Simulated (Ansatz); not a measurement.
# HfC: 4 layers

Start from HfC in the rock salt structure (space group Fm-3m, No. 225; a = 4.641 Å). Axes: x, y, z lie along the cube axes.

Perturbation: a free-standing slab of 4 layers (8 atoms, 2 a layer) is cut normal to the z axis, with 15 Å of vacuum and the in-plane cell held at bulk.

Computed with r2SCAN, PAW, 500 eV (Ansatz, a quantum-chemistry and plane-wave program; no SOC). Γ-centred 14×14×1 mesh, Fermi–Dirac width 0.05 eV, for the changed cell.

```json
[
 {"quantity": "layer's space group (with vacuum)", "base": "–", "changed": "P4/nmm (No. 129)", "shift": "–"},
 {"quantity": "shortest interatomic distance", "base": "232.0 pm", "changed": "222.9 pm", "shift": "-9.16 pm"},
 {"quantity": "band gap", "base": "zero", "changed": "zero", "shift": "–"},
 {"quantity": "excess energy per area of both faces (slab less bulk energy over the cell's area: twice a surface energy) (uncertain by up to 0.1 J/m²)", "base": "–", "changed": "3.8 J/m²", "shift": "–"},
 {"quantity": "thickness between the outermost nuclei", "base": "–", "changed": "6.94 Å", "shift": "–"},
 {"quantity": "change of the spacing d12 from its bulk value of 2.320 Å", "base": "–", "changed": "-1.8 %", "shift": "–"},
 {"quantity": "change of the spacing d23 from its bulk value of 2.320 Å", "base": "–", "changed": "-0.5 %", "shift": "–"}
]
```

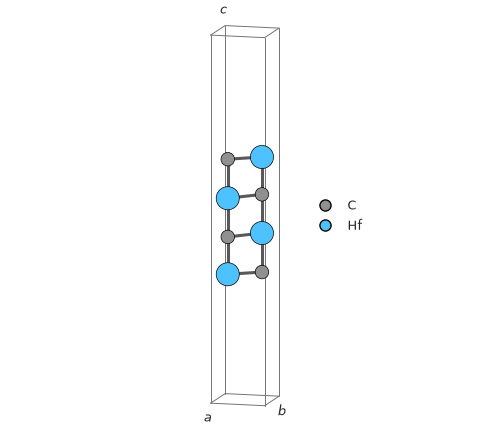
Figure. The relaxed cell after the change

The excess energy carries the mismatch between the slab's and the bulk's meshes. Whether these cells are dynamically stable was not tested. The final runs are not spin-polarised.
